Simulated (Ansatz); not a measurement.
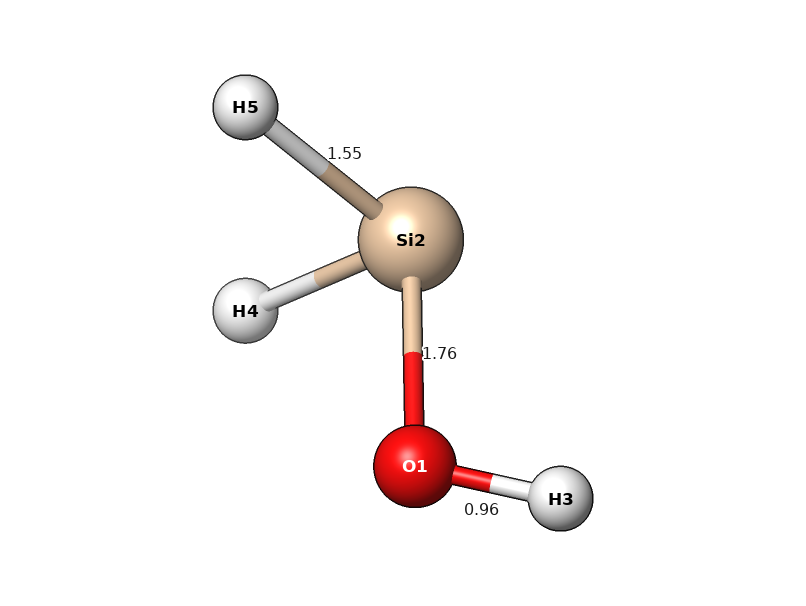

The numbers beside the sticks are distances in Å. Sticks don't show bond order. The species has charge −1 and is a spin singlet. The geometry was computed by an optimisation with PBE0-D4/def2-TZVPD. No frequency run is at hand to confirm it as a minimum.

> Which of the marked bonds are single, double, triple or aromatic?

O1–Si2 single; O1–H3 single; Si2–H5 single. This is one Lewis structure.

> Write the SMILES.

O[SiH2-]
